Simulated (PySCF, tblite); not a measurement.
# C₈H₁₄OSi: geometry, infrared bands and NMR shifts

Aim: predict the infrared bands and NMR shifts of C₈H₁₄OSi (`C=CCC(=O)/C=C/[SiH](C)C`).

The runs use tblite 0.8.0 and PySCF 2.14.0, with density-fitted response routines of our own; the level of theory stands in each step. All values are computed, except where a source is named. Atoms are numbered from 0 throughout.

## (1) Starting geometry

24 atoms, charge 0, multiplicity 1; geometry from: force field or distance geometry start.

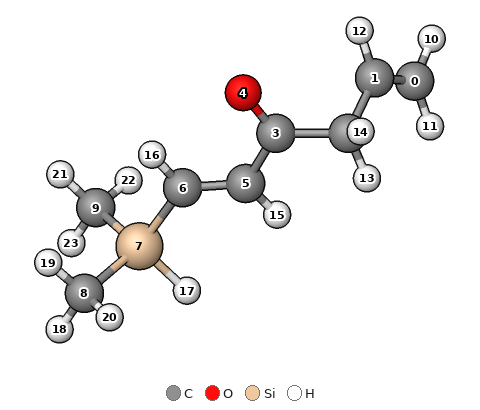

As it starts; carbon grey, oxygen red, silicon light orange, hydrogen white, atoms numbered.

## (2) Geometry optimisation with GFN2-xTB

The job: settings as JSON, then the geometry in Å.

```
{"job": {"kind": "relax", "xc": "GFN2-xTB", "basis": "xTB"}, "charge": 0, "multiplicity": 1}
C      4.398800     0.790600    -0.487200
C      3.813200    -0.141100     0.268500
C      2.828400    -1.153100    -0.212000
C      1.506200    -0.978400     0.529300
O      1.399300    -1.275200     1.737300
C      0.342000    -0.443500    -0.237800
C     -0.858400    -0.315500     0.335300
Si    -2.361700     0.343000    -0.482500
C     -3.742100    -0.909200    -0.426600
C     -2.895100     1.947600     0.283400
H      5.103900     1.488500    -0.062700
H      4.161800     0.888500    -1.542000
H      4.075200    -0.200600     1.344600
H      2.657100    -1.058300    -1.296900
H      3.183200    -2.157800    -0.036200
H      0.531700    -0.156500    -1.252500
H     -1.008600    -0.608000     1.378100
H     -2.023900     0.581300    -1.909700
H     -4.633700    -0.528100    -0.943200
H     -4.028500    -1.126400     0.611000
H     -3.453100    -1.838600    -0.900200
H     -3.150800     1.820300     1.335600
H     -2.083300     2.699200     0.231000
H     -3.773300     2.351200    -0.234300
```

Launch:

```bash
$ OMP_NUM_THREADS=1 python probes_run.py task.json out
```

The driver reads the jobs from task.json and runs them one after another.

The log of the run:

```text
step      E/eV     max force
  0    -815.33995    2.531
  1    -815.45046    2.654
  2    -815.50570    0.407
  3    -815.51968    0.353
  4    -815.54528    0.286
  5    -815.55343    0.278
  6    -815.55942    0.155
  7    -815.56227    0.134
  8    -815.56395    0.099
  9    -815.56507    0.077
 10    -815.56611    0.059
 11    -815.56683    0.066
 12    -815.56731    0.050
 13    -815.56758    0.038
 14    -815.56777    0.031
 15    -815.56792    0.041
 16    -815.56805    0.039
 17    -815.56817    0.035
 18    -815.56830    0.041
 19    -815.56847    0.033
 20    -815.56864    0.042
 21    -815.56877    0.029
 22    -815.56887    0.026
 23    -815.56896    0.027
 24    -815.56906    0.034
 25    -815.56921    0.039
 26    -815.56939    0.036
 27    -815.56959    0.038
 28    -815.56980    0.042
 29    -815.57002    0.039
 30    -815.57023    0.033
 31    -815.57041    0.028
 32    -815.57056    0.027
 33    -815.57071    0.029
 34    -815.57088    0.037
 35    -815.57108    0.043
 36    -815.57128    0.038
 37    -815.57146    0.031
 38    -815.57165    0.032
 39    -815.57185    0.034
 40    -815.57208    0.039
 41    -815.57231    0.036
 42    -815.57251    0.031
 43    -815.57269    0.030
 44    -815.57283    0.032
 45    -815.57293    0.027
 46    -815.57302    0.025
 47    -815.57310    0.026
 48    -815.57320    0.024
 49    -815.57331    0.028
 50    -815.57345    0.030
 51    -815.57363    0.032
 52    -815.57382    0.032
 53    -815.57399    0.034
 54    -815.57413    0.030
 55    -815.57428    0.037
 56    -815.57446    0.042
 57    -815.57467    0.036
 58    -815.57487    0.033
 59    -815.57501    0.029
 60    -815.57512    0.030
 61    -815.57524    0.037
 62    -815.57541    0.043
 63    -815.57567    0.049
 64    -815.57608    0.051
 65    -815.57670    0.058
 66    -815.57748    0.067
 67    -815.57829    0.066
 68    -815.57892    0.109
 69    -815.57966    0.119
 70    -815.58062    0.084
 71    -815.58230    0.075
 72    -815.58307    0.061
 73    -815.58410    0.083
 74    -815.58490    0.057
 75    -815.58565    0.056
 76    -815.58667    0.056
 77    -815.58763    0.056
 78    -815.58813    0.052
 79    -815.58867    0.067
 80    -815.58911    0.043
 81    -815.58951    0.035
 82    -815.58974    0.030
 83    -815.58996    0.030
 84    -815.59016    0.034
 85    -815.59041    0.033
 86    -815.59075    0.037
 87    -815.59119    0.041
 88    -815.59173    0.055
 89    -815.59232    0.069
 90    -815.59291    0.060
 91    -815.59345    0.046
 92    -815.59390    0.045
 93    -815.59425    0.051
 94    -815.59460    0.052
 95    -815.59508    0.051
 96    -815.59573    0.048
 97    -815.59634    0.054
 98    -815.59697    0.058
 99    -815.59760    0.054
100    -815.59829    0.054
101    -815.59895    0.037
102    -815.59939    0.038
103    -815.59959    0.026
104    -815.59973    0.028
105    -815.59987    0.030
106    -815.60021    0.037
107    -815.60046    0.044
108    -815.60076    0.036
109    -815.60101    0.037
110    -815.60130    0.044
111    -815.60163    0.037
112    -815.60196    0.043
113    -815.60221    0.033
114    -815.60244    0.026
115    -815.60271    0.034
116    -815.60299    0.039
117    -815.60320    0.031
118    -815.60335    0.020
119    -815.60346    0.018
120    -815.60355    0.020
121    -815.60365    0.023
122    -815.60375    0.021
123    -815.60385    0.019
124    -815.60394    0.020
125    -815.60405    0.026
126    -815.60421    0.028
127    -815.60441    0.034
128    -815.60459    0.027
129    -815.60469    0.018
130    -815.60476    0.022
131    -815.60484    0.024
132    -815.60495    0.024
133    -815.60506    0.020
134    -815.60516    0.020
135    -815.60525    0.016
136    -815.60535    0.017
137    -815.60546    0.021
138    -815.60555    0.017
139    -815.60561    0.015
140    -815.60565    0.012
141    -815.60568    0.011
142    -815.60571    0.011
143    -815.60575    0.012
144    -815.60578    0.015
145    -815.60582    0.015
146    -815.60587    0.017
147    -815.60593    0.014
148    -815.60598    0.014
149    -815.60602    0.015
150    -815.60606    0.015
151    -815.60612    0.016
152    -815.60619    0.013
153    -815.60624    0.014
154    -815.60628    0.015
155    -815.60633    0.013
156    -815.60638    0.013
157    -815.60643    0.012
158    -815.60646    0.010
159    -815.60649    0.009
```

Run time: 4.8 s. Hardware: 1 thread of Intel Xeon at 2.50GHz, shared host.

The steps of the relaxation: (not every step is listed)

| step | energy from step 0 (eV) | largest force (eV/Å) |
| --- | --- | --- |
| 0 | 0.0000 | 2.5312 |
| 1 | -0.1105 | 2.6538 |
| 2 | -0.1658 | 0.4070 |
| 3 | -0.1797 | 0.3525 |
| 4 | -0.2053 | 0.2861 |
| 5 | -0.2135 | 0.2784 |
| 6 | -0.2195 | 0.1549 |
| 7 | -0.2223 | 0.1335 |
| 8 | -0.2240 | 0.0994 |
| 22 | -0.2289 | 0.0258 |
| 36 | -0.2313 | 0.0385 |
| 50 | -0.2335 | 0.0301 |
| 64 | -0.2361 | 0.0511 |
| 78 | -0.2482 | 0.0519 |
| 92 | -0.2539 | 0.0455 |
| 106 | -0.2603 | 0.0375 |
| 120 | -0.2636 | 0.0199 |
| 134 | -0.2652 | 0.0197 |
| 148 | -0.2660 | 0.0145 |
| 154 | -0.2663 | 0.0147 |
| 155 | -0.2664 | 0.0134 |
| 156 | -0.2664 | 0.0133 |
| 157 | -0.2665 | 0.0122 |
| 158 | -0.2665 | 0.0104 |
| 159 | -0.2665 | 0.0095 |

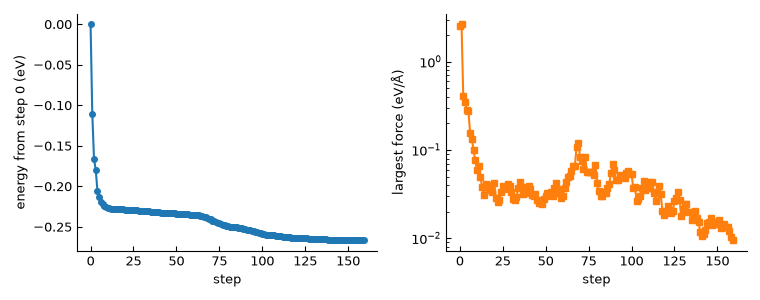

Energy and force, step by step.

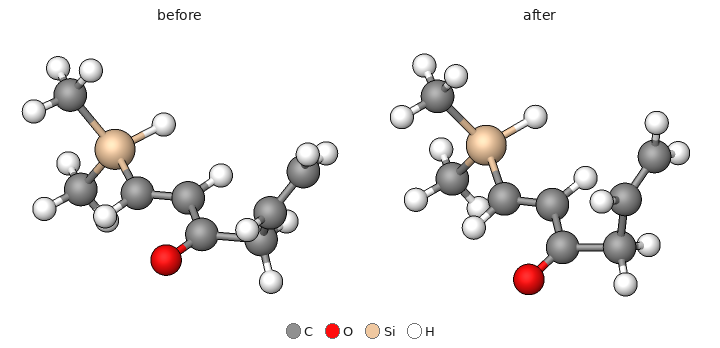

The geometry before (left) and after (right).

Close pairs (by a distance rule), those that changed most:

| bond | before (Å) | after (Å) | change (Å) |
| --- | --- | --- | --- |
| C6–Si7 | 1.834 | 1.889 | +0.055 |
| Si7–C9 | 1.856 | 1.903 | +0.047 |
| C3–O4 | 1.249 | 1.210 | -0.038 |
| Si7–C8 | 1.865 | 1.902 | +0.038 |
| C1–H12 | 1.109 | 1.082 | -0.027 |
| C9–H22 | 1.108 | 1.086 | -0.022 |
| C3–C5 | 1.493 | 1.473 | -0.020 |
| C0–C1 | 1.335 | 1.320 | -0.015 |

The end geometry stands in the next job.

## (3) Harmonic vibrations with GFN2-xTB

The job: settings as JSON, then the geometry in Å.

```
{"job": {"kind": "ir", "xc": "GFN2-xTB", "basis": "xTB"}, "charge": 0, "multiplicity": 1}
C      3.647516     0.915979    -0.822056
C      3.475625     0.088026     0.191725
C      2.918843    -1.297535     0.076673
C      1.530572    -1.307814     0.704743
O      1.307323    -1.837745     1.769740
C      0.506035    -0.592945    -0.076565
C     -0.757939    -0.497140     0.339498
Si    -2.149358     0.410168    -0.560139
C     -3.659232    -0.742511    -0.662138
C     -2.589681     1.963270     0.447433
H      4.042841     1.907707    -0.682671
H      3.415143     0.635090    -1.836692
H      3.716179     0.399118     1.199435
H      2.844275    -1.594466    -0.970639
H      3.551748    -2.002694     0.618631
H      0.830173    -0.144354    -1.004062
H     -0.979786    -0.980454     1.285816
H     -1.693782     0.786459    -1.909306
H     -4.485737    -0.259595    -1.175035
H     -4.008687    -1.024248     0.327398
H     -3.427356    -1.656950    -1.199822
H     -2.880746     1.704618     1.461915
H     -1.748120     2.646695     0.511355
H     -3.417584     2.501084    -0.004883
```

The log of the run:

```text
mode    cm-1     km/mol
  1       9.8      0.56
  2      33.6      1.01
  3      54.4      0.37
  4      65.5      1.89
  5      85.5      0.86
  6     102.6      1.34
  7     111.3      0.00
  8     126.0      0.10
  9     156.4      2.07
 10     194.1      2.80
 11     221.9      6.83
 12     231.5      2.98
 13     274.3      6.88
 14     368.3      5.30
 15     425.1      2.04
 16     555.2      2.23
 17     575.0      9.96
 18     616.8     81.54
 19     624.5     87.36
 20     660.9     51.48
 21     698.7     19.03
 22     756.4     17.46
 23     760.5      0.54
 24     791.8      5.25
 25     801.0      0.25
 26     832.6    185.69
 27     836.5     98.85
 28     866.7    277.57
 29     887.8      3.63
 30     905.4     31.91
 31     914.7      6.60
 32     976.9     18.83
 33    1012.2     20.51
 34    1021.2     29.16
 35    1049.4     20.40
 36    1142.9    147.31
 37    1181.8      1.97
 38    1206.0    169.13
 39    1238.4     12.06
 40    1289.0     13.50
 41    1303.5     23.37
 42    1369.7     11.91
 43    1373.0      6.53
 44    1411.6      5.08
 45    1451.5      2.76
 46    1480.7      0.25
 47    1484.4      0.05
 48    1485.2      0.11
 49    1489.4      0.69
 50    1625.9     53.78
 51    1705.1    106.58
 52    1733.5    208.02
 53    2174.9    310.45
 54    2985.5     15.87
 55    2990.1     22.08
 56    3019.0     13.36
 57    3033.1      5.01
 58    3036.9     46.59
 59    3040.7      7.09
 60    3042.3     14.60
 61    3044.8     57.48
 62    3045.9     17.60
 63    3066.4     24.53
 64    3078.0     30.88
 65    3096.3     24.85
 66    3125.5     47.52
```

It took 4.1 s on 1 thread of Intel Xeon at 2.50GHz, shared host.

The strongest bands and the atoms that carry them (share of the mass-weighted mode):

| cm⁻¹ | km/mol | atoms |
| --- | --- | --- |
| 833 | 185.7 | H20 21 %, Si7 20 %, H22 17 %, C8 10 % |
| 836 | 98.8 | H21 19 %, H22 18 %, H19 17 %, H20 12 % |
| 867 | 277.6 | Si7 19 %, H18 17 %, H23 17 % |
| 1143 | 147.3 | C3 26 %, C2 19 %, C1 14 %, H15 11 % |
| 1206 | 169.1 | H16 35 %, C3 21 %, H13 11 %, C6 10 % |
| 1705 | 106.6 | C1 42 %, C0 36 % |
| 1734 | 208.0 | C3 51 %, O4 30 % |
| 2175 | 310.4 | H17 97 % |

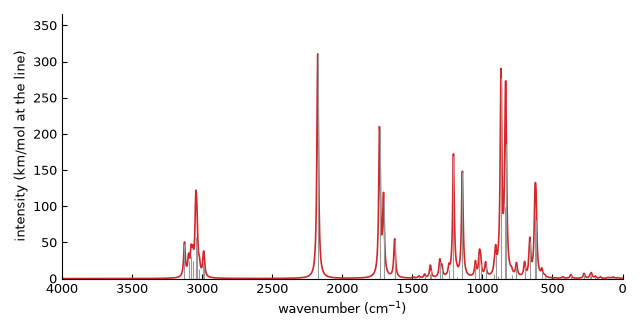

The infrared spectrum from these modes, unscaled. Lines are broadened to a width of 14 cm⁻¹ (Lorentzian).

## (4) Shielding tensors: PBE0/pcSseg-1

Settings changed since step 3:

```diff
@@ -1,2 +1,2 @@
-{"job": {"kind": "ir", "xc": "GFN2-xTB", "basis": "xTB"}, "charge": 0, "multiplicity": 1}
+{"job": {"kind": "nmr", "xc": "PBE0", "basis": "pcSseg-1"}, "charge": 0, "multiplicity": 1}
 C      3.647516     0.915979    -0.822056
```

Method: GIAO PBE0/pcSseg-1 NMR shielding, non-relativistic, gas phase.

The log of the run:

```text
coarse grid: 20080 points
cycle   1  E = -677.0845209267  dE =  1.069e+00  |g| = 8.933e-01  |ddm| = 4.343e+00
cycle   2  E = -676.6990800682  dE =  3.854e-01  |g| = 1.666e+00  |ddm| = 2.681e+00
cycle   3  E = -677.2407050116  dE = -5.416e-01  |g| = 2.701e-01  |ddm| = 2.139e+00
cycle   4  E = -677.2572008059  dE = -1.650e-02  |g| = 5.194e-02  |ddm| = 2.720e-01
cycle   5  E = -677.2577654693  dE = -5.647e-04  |g| = 1.398e-02  |ddm| = 5.486e-02
cycle   6  E = -677.2578091946  dE = -4.373e-05  |g| = 4.837e-03  |ddm| = 1.472e-02
cycle   7  E = -677.2578139160  dE = -4.721e-06  |g| = 1.834e-03  |ddm| = 4.600e-03
final grid: 188008 points
cycle   8  E = -677.3284814739  dE = -3.390e-05  |g| = 1.461e-02  |ddm| = 3.812e-02
cycle   9  E = -677.3283869062  dE =  9.457e-05  |g| = 2.654e-02  |ddm| = 3.508e-02
cycle  10  E = -677.3285248744  dE = -1.380e-04  |g| = 3.610e-03  |ddm| = 2.529e-02
cycle  11  E = -677.3285275589  dE = -2.685e-06  |g| = 3.735e-04  |ddm| = 2.985e-03
cycle  12  E = -677.3285275805  dE = -2.156e-08  |g| = 2.444e-04  |ddm| = 5.905e-04
cycle  13  E = -677.3285275955  dE = -1.499e-08  |g| = 5.429e-05  |ddm| = 2.385e-04
cycle  14  E = -677.3285275962  dE = -6.839e-10  |g| = 1.438e-05  |ddm| = 5.720e-05
converged SCF energy = -677.3285275962

GIAO shielding tensors (ppm)
atom      isotropic    diamagn.    paramagn.     s11        s22        s33       span
  0 C       59.337     254.141    -194.804    -52.942     74.354    156.600    209.543
  1 C       45.174     257.686    -212.512    -76.092     51.865    159.748    235.839
  2 C      130.741     255.469    -124.728    109.400    128.094    154.728     45.328
  3 C       -9.686     249.593    -259.279    -98.900    -29.610     99.453    198.353
  4 O     -295.472     403.528    -699.000   -871.768   -386.652    372.004   1243.772
  5 C       40.653     262.959    -222.306    -79.525     58.853    142.631    222.157
  6 C       30.289     265.215    -234.926    -89.834     -1.981    182.683    272.516
  7 Si     367.970     883.356    -515.386    355.693    365.717    382.498     26.805
  8 C      189.869     253.164     -63.295    187.037    189.576    192.995      5.958
  9 C      188.962     254.679     -65.717    184.055    190.314    192.517      8.462
 10 H       26.147      28.885      -2.738     23.275     25.734     29.433      6.158
 11 H       26.023      31.813      -5.791     22.258     26.426     29.384      7.125
 12 H       25.697      31.065      -5.367     23.049     25.933     28.110      5.061
 13 H       28.580      32.575      -3.995     27.210     27.885     30.646      3.436
 14 H       28.514      29.603      -1.089     25.947     27.371     32.223      6.276
 15 H       24.646      39.193     -14.547     18.895     22.973     32.070     13.175
 16 H       23.969      36.693     -12.724     19.886     23.552     28.470      8.584
 17 H       27.125      32.321      -5.196     24.128     25.671     31.575      7.447
 18 H       31.531      27.872       3.659     27.119     28.512     38.961     11.843
 19 H       31.422      30.720       0.702     27.208     29.024     38.035     10.826
 20 H       31.484      31.334       0.150     26.932     28.910     38.610     11.678
 21 H       31.475      31.976      -0.501     27.409     29.088     37.928     10.519
 22 H       31.556      33.866      -2.310     26.753     29.323     38.592     11.838
 23 H       31.574      28.901       2.674     27.173     28.530     39.021     11.848
```

It took 3.4 min on 1 thread of Intel Xeon at 2.50GHz, shared host; peak memory 1.1 GiB.

The references, computed at this level on geometries of the same kind, shield at (ppm): ¹H TMS 31.72, ¹³C TMS 186.9, ²⁹Si TMS 349.2, ¹⁷O H2O 336.1. Their shielding less the atom's gives the shift. The references are single molecules in the gas phase, so shifts against H2O, NH3, PH3, H3PO4 or CFCl3 are not on the usual liquid scales and can be off by tens of ppm. Atoms listed in one row are averaged.

| atoms | environment | σ (ppm) | δ (ppm) | δ scaled to CDCl3 |
| --- | --- | --- | --- | --- |
| C3 | ketone carbonyl carbon | -9.7 | 196.6 | 190.0 |
| C6 | β carbon of a C=C–C=O unit | 30.3 | 156.6 | 151.0 |
| C5 | α carbon of a C=C–C=O unit | 40.7 | 146.3 | 140.8 |
| C1 | alkene CH | 45.2 | 141.8 | 136.4 |
| C0 | terminal =CH2 carbon | 59.3 | 127.6 | 122.6 |
| C2 | sp3 CH2 α to a carbonyl | 130.7 | 56.2 | 52.9 |
| C8, C9 | methyl carbon bonded to Si | 189.4 | -2.5 | -4.3 |
| H16 | hydrogen on a β carbon of a C=C–C=O unit | 23.97 | 7.75 | 7.41 |
| H15 | hydrogen on an α carbon of a C=C–C=O unit | 24.65 | 7.07 | 6.77 |
| H12 | hydrogen on an alkene CH | 25.70 | 6.02 | 5.78 |
| H11 | hydrogen on a terminal =CH2 carbon | 26.02 | 5.69 | 5.47 |
| H10 | hydrogen on a terminal =CH2 carbon | 26.15 | 5.57 | 5.36 |
| H17 | hydrogen on a silicon bonded to 3 C | 27.12 | 4.59 | – |
| H13, H14 | hydrogen on an sp3 CH2 α to a carbonyl | 28.55 | 3.17 | 3.09 |
| H18, H19, H20, H21, H22, H23 | hydrogen on a methyl carbon bonded to Si | 31.51 | 0.21 | 0.30 |
| O4 | ketone oxygen | -295.5 | 631.6 | – |
| Si7 | silicon bonded to 3 C, H | 368.0 | -18.8 | – |

The scaled column applies a straight-line fit of computed shieldings to shifts measured in CDCl3 (root-mean-square error 0.16 ppm for H, 1.9 ppm for C).

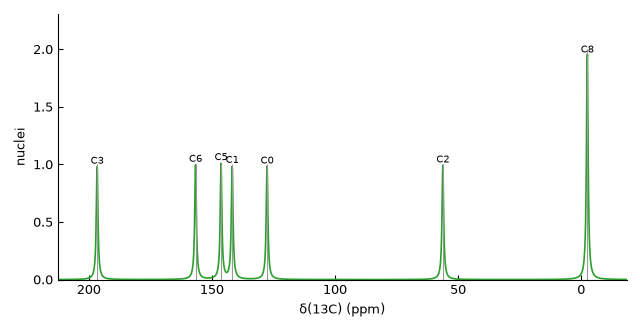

¹³C lines at the computed shifts, without couplings. Lines are broadened to a width of 0.80 ppm (Lorentzian).

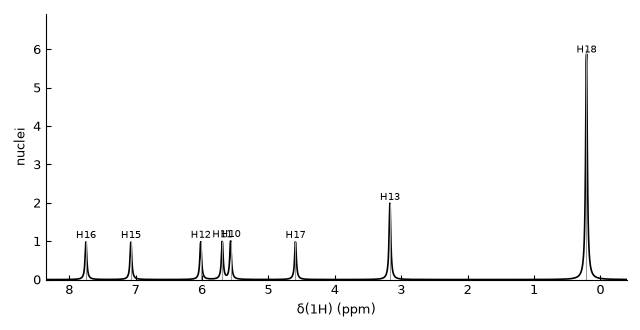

¹H lines at the computed shifts, without couplings. Lines are broadened to a width of 0.03 ppm (Lorentzian).

Charges from the same density, by scheme (e):

| atoms | Mulliken | IAO | Hirshfeld | ESP fit |
| --- | --- | --- | --- | --- |
| C0 | -0.14 | -0.32 | -0.10 | -0.55 |
| C1 | -0.24 | -0.13 | -0.03 | 0.07 |
| C2 | -0.17 | -0.32 | -0.08 | -0.43 |
| C3 | 0.24 | 0.38 | 0.16 | 0.71 |
| O4 | -0.36 | -0.42 | -0.23 | -0.51 |
| C5 | -0.21 | -0.19 | -0.06 | -0.45 |
| C6 | -0.32 | -0.37 | -0.11 | -0.21 |
| Si7 | 0.83 | 0.93 | 0.38 | 0.85 |
| C8, C9 | -0.62 | -0.72 | -0.21 | -0.74 |

Hirshfeld charges:

C0 -0.10; C1 -0.03; C2 -0.08; C3 0.16; O4 -0.23; C5 -0.06; C6 -0.11; Si7 0.38; C8 -0.21; C9 -0.21; H10 0.05; H11 0.05; H12 0.05; H13 0.05; H14 0.05; H15 0.04; H16 0.04; H17 -0.08; H18 0.04; H19 0.04; H20 0.04; H21 0.04; H22 0.04; H23 0.04

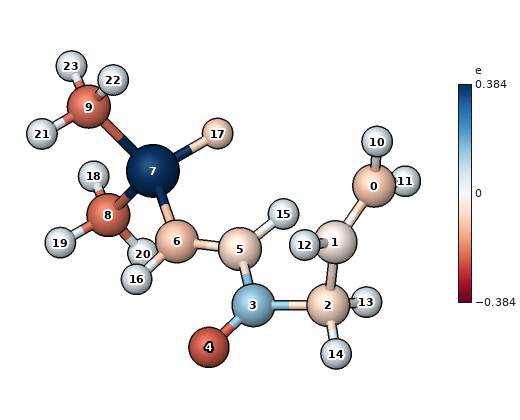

Hirshfeld charges, as colours on the atoms.

Mayer bond orders: C0–C1 1.96, C1–C2 1.03, C2–C3 0.99, C3–O4 2.00, C3–C5 0.95, C5–C6 1.86, C6–Si7 0.86, Si7–C8 0.97, Si7–C9 0.97.

Orbitals, density, ELF and potential are computed afterwards from the orbital file.

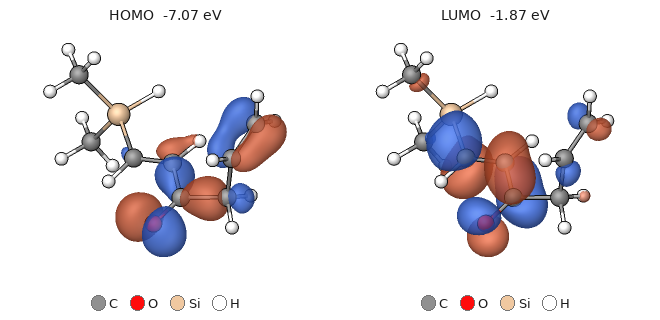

Frontier orbitals at PBE0/pcSseg-1; each surface holds 70 % of the orbital's density, blue and red mark the sign.

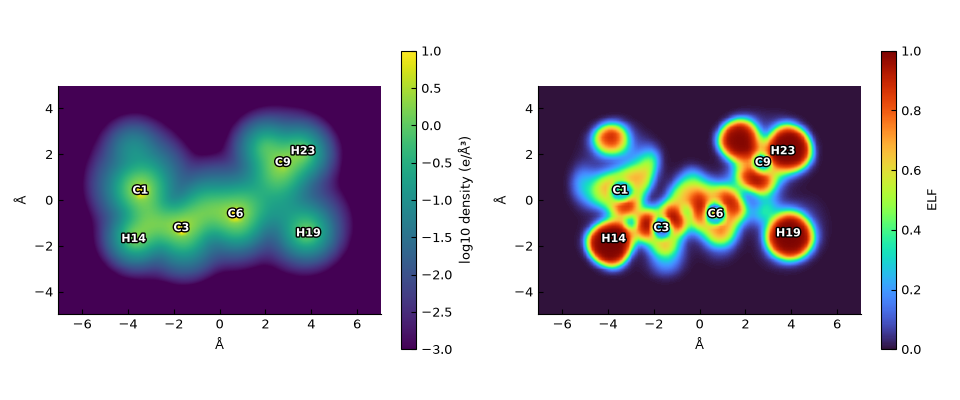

Density (left) and ELF (right) in a plane through or near 7 of the atoms.

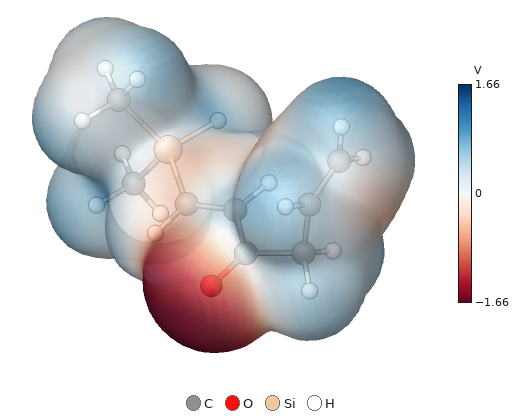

The potential that a unit positive charge feels on the 0.002 e/bohr³ surface, from -1.66 V near O4 to 0.95 V near H13.

## (5) Summary of results

```
                                                               quantity                                               value
                              strongest single infrared mode (GFN2-xTB)                               2175 cm⁻¹, 310 km/mol
                                           zero-point energy (GFN2-xTB)                                      120.6 kcal/mol
¹³C shifts against TMS (PBE0/pcSseg-1, means over atoms taken as alike)   196.6, 156.6, 146.3, 141.8, 127.6, 56.2, -2.5 ppm
 ¹H shifts against TMS (PBE0/pcSseg-1, means over atoms taken as alike)  7.75, 7.07, 6.02, 5.69, 5.57, 4.59, 3.17, 0.21 ppm
                                 ¹⁷O shifts against H2O (PBE0/pcSseg-1)                                           631.6 ppm
                                ²⁹Si shifts against TMS (PBE0/pcSseg-1)                                           -18.8 ppm
                                  surface potential, least and greatest                                  -1.66 V and 0.95 V
```

In words: Over 159 steps the energy fell by 0.267 eV; of the close pairs, C6–Si7 changed most, 1.834 to 1.889 Å. No mode is imaginary among the 66: a minimum at this level. The strongest single mode, at 2175 cm⁻¹, moves mainly H17. GFN2-xTB is a fitted tight-binding method: band positions and strengths are rough. Its intensities can rank the bands wrongly. C3 (ketone carbonyl carbon) lies farthest downfield among carbon, at 196.6 ppm; the double bond to the heteroatom, with no lone-pair donor beside it, deshields it most. H16 (hydrogen on a β carbon of a C=C–C=O unit) lies farthest downfield among hydrogen, at 7.75 ppm; attached to an sp2 carbon and in the plane of the double bond. At PBE0/pcSseg-1: The widest tensor belongs to O4: span 1244 ppm, with a paramagnetic part of -699 ppm. At PBE0/pcSseg-1, counted by nearest atom on the grid, the HOMO lies on O4 45 %; C0, C2 about 10 % each, the LUMO on C3, C6 about 23 % each; O4 17 %.
